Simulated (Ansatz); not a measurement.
## Fields on a plane of Li2O (anti-fluorite)

```yaml
crystal:
  lattice:
    - [0.00000, 2.31307, 2.31307]
    - [2.31307, 0.00000, 2.31307]
    - [2.31307, 2.31307, 0.00000]
  atoms:
    - { symbol: O, position: [0.00000, 0.00000, 0.00000] }
    - { symbol: Li, position: [0.25000, 0.25000, 0.25000] }
    - { symbol: Li, position: [0.75000, 0.75000, 0.75000] }
```

The slice is a {111} plane (indices of the conventional cell) through the point (0.000, 0.000, 0.000) (fractional), spanned by u = [100] and v = [-1 2 0] in vectors of this cell: u (3.27 Å) and v (5.67 Å, at 90° to u). It covers one period; positions are fractions (u, v).

Atoms on it: O at (0.00, 0.00); O at (0.50, 0.50). Other atoms lie within 1 Å of the plane.

The numbers are results of PBE (plane waves to 420 eV, PAW, scalar-relativistic; Ansatz, a quantum-chemistry and plane-wave program), not measurements. k mesh 12×12×12. Near the nuclei the fields are pseudised (PAW); where an atom keeps semicore shells as valence, they peak there. Li2O was relaxed with its symmetry unable to fall.

```
v \ u  0.00  0.12  0.25  0.38  0.50  0.62  0.75  0.88
-----  ----  ----  ----  ----  ----  ----  ----  ----
0.96      x  0.78  0.78  0.30  0.04  0.30  0.78  0.78
0.86   0.80  0.75  0.44  0.03  0.04  0.03  0.44  0.75
0.75   0.03  0.04  0.05  0.04  0.03  0.04  0.05  0.04
0.64   0.04  0.03  0.44  0.75  0.80  0.75  0.44  0.03
0.54   0.04  0.30  0.78  0.78     x  0.78  0.78  0.30
0.43   0.02  0.15  0.74  0.82  0.73  0.82  0.74  0.15
0.32   0.05  0.02  0.21  0.57  0.64  0.57  0.21  0.02
0.21   0.23  0.22  0.08  0.02  0.03  0.02  0.08  0.22
0.11   0.83  0.82  0.64  0.05  0.02  0.05  0.64  0.82
0.00      x  0.74  0.79  0.37  0.05  0.37  0.79  0.74
```

Values: electron localisation function (ELF). Points within 0.4 Å of a nucleus are blanked (x), as the pseudised field means little there.

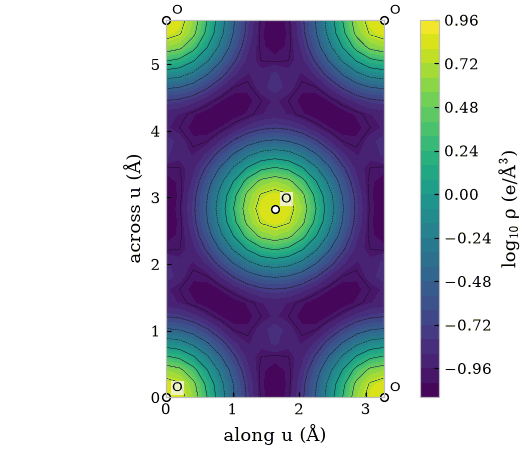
Figure. Log₁₀ of the valence density in e/Å³, one period of the plane, atoms marked. The scale is logarithmic, as a density can span decades between atoms and voids.
